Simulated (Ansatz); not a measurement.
Input

```
crystal:
  periodic: [false, false, false]
  atoms:
    - {symbol: N, position_ang: [-1.192448, 1.225527, -0.384071]}
    - {symbol: W, position_ang: [0.258377, 0.375956, 0.092899]}
    - {symbol: N, position_ang: [1.237987, -0.140403, -1.259279]}
    - {symbol: N, position_ang: [-0.313649, -1.233021, 1.014822]}
    - {symbol: Cl, position_ang: [1.518001, 1.757731, 1.434511]}
    - {symbol: H, position_ang: [-1.844618, 1.655950, -1.020544]}
    - {symbol: H, position_ang: [1.503182, -0.225371, -2.227892]}
    - {symbol: H, position_ang: [0.153852, -2.120944, 0.916126]}
    - {symbol: H, position_ang: [-1.232183, -1.341625, 1.416329]}
basis:
  gaussian: {orbitals: def2-TZVPP}
hamiltonian: {xc: pbe0, dispersion: d4}
output: {orbitals: {seedname: orbitals}}
```

Launched as:

```sh
ansatz run in.yaml --threads 4 --pin off --events-out ev --progress --plain --max-ram 10444MiB
```

Geometry: PBE0-D4/def2-TZVP; core potentials replace the inner electrons of W.

Method: RKS PBE0-D4/def2-TZVPP in Ansatz.

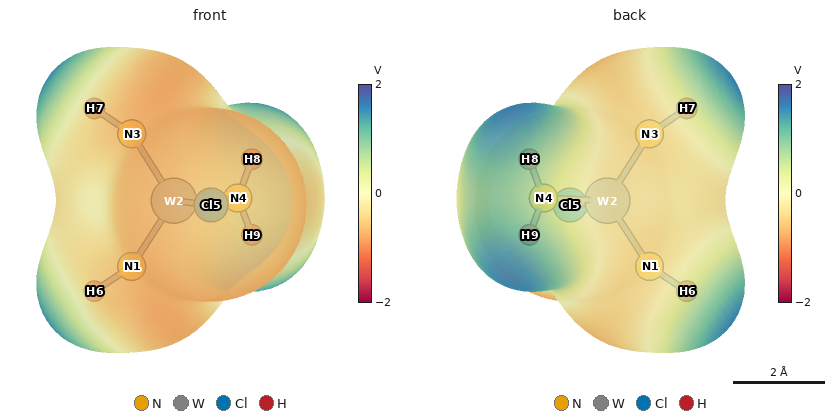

ClH4N3W. The electrostatic potential painted on the density surface at 0.001 e/bohr³, seen from the front and from behind; the colour scale runs from red (negative) to blue (positive).

Q: Which sites attract a positive test charge, and which a negative one?

A: A positive charge is drawn to the negative regions and a negative charge to the positive ones. The most negative region (about −0.8 V) lies over N1, W2, N3 and Cl5, the most positive (about +1.6 V) over H8 and H9.
